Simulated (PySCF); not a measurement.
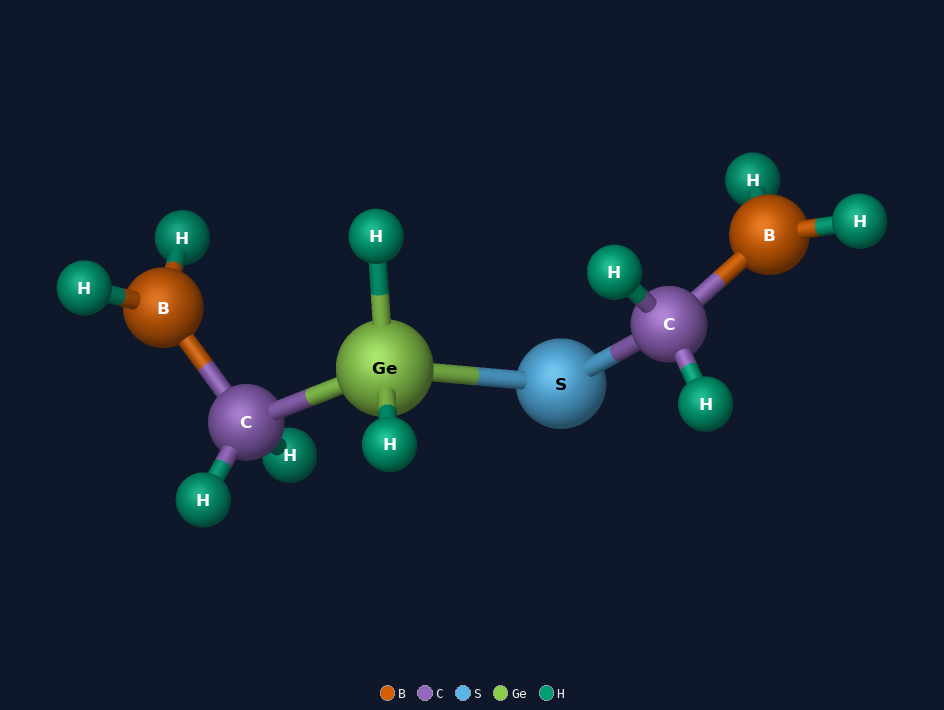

The geometry was computed by an optimisation with GFN2-xTB. No frequency run is at hand to confirm it as a minimum. Level of theory: CAM-B3LYP/def2-SVPD, gas phase (PySCF 2.14.0). Excitations: vertical, linear response.

**Give the lowest vertical singlet excitation at this level.**

4.37 eV.

**Give the mean static polarisability at this level.**

107.2 bohr³.

**Estimate the brightest of the 8 lowest singlets.**

6.19 eV.

**Estimate the LUMO energy (Kohn–Sham orbital).**

−0.70 eV.

The geometry is semi-empirical. Around B, Ge such bond lengths and angles can be off by a tenth of an ångström or more and by several degrees, and values that hang on the shape move with them.
